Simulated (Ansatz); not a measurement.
**Dissociation curves of BH2O (SMILES B[O])**

BH2O: 4 atoms, total charge 0, spin state doublet. SMILES: `B[O]`. The coordinates come from a PBE0-D4/def2-TZVP relaxation.

```xyz
4

B    -0.0011   -0.0103   -0.0151
O     1.0253   -0.3408    0.6769
H    -1.0526   -0.5877    0.1516
H     0.0839    0.8785   -0.8336
```

The B1–H3 distance is scanned; the parts on either side stay rigid. Basis STO-3G, 2 core orbitals frozen in the correlated methods; program Ansatz 0.2.0. FCI is exact within this basis and core. Energies in eV from each method's value at 1.211 Å; open shells run as named. The shape above is that at 1.211 Å.

| distance (Å) | U-revPBE | UPBE0 | U-wB97X | UCCSD | UBCCD(T) | UCCSDT | FCI |
| --- | --- | --- | --- | --- | --- | --- | --- |
| 1.211 | 0.00 | 0.00 | 0.00 | 0.00 | 0.00 | 0.00 | 0.00 |
| 1.514 | 0.83 | 1.01 | 1.05 | 0.92 | 0.90 | 0.89 | 0.89 |
| 1.817 | 2.03 | 2.40 | 2.53 | 2.09 | 2.05 | 2.03 | 2.03 |
| 2.422 | 3.13 | 3.54 | 3.69 | 2.72 | 2.59 | 2.55 | 2.58 |
| 3.028 | 3.26 | 3.67 | 3.74 | 2.72 | 2.57 | 2.54 | 2.57 |

Departure from the FCI curve at its largest: U-revPBE +0.70 eV at 3.03 Å; UPBE0 +1.10 eV at 3.03 Å; U-wB97X +1.17 eV at 3.03 Å; UCCSD +0.16 eV at 3.03 Å; UBCCD(T) +0.03 eV at 1.82 Å; UCCSDT -0.03 eV at 3.03 Å. Functionals converge differently with the basis, so for them the departure isn't an error alone.

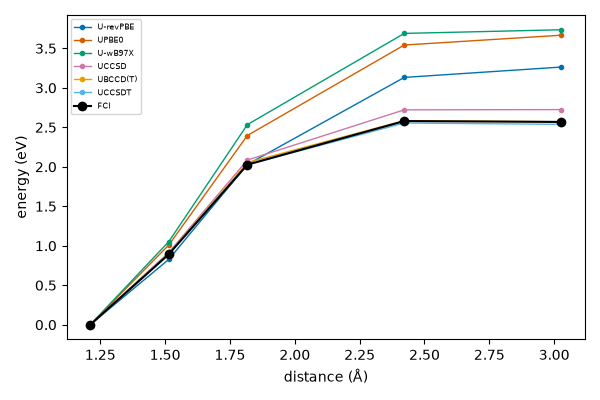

The curves of the table.
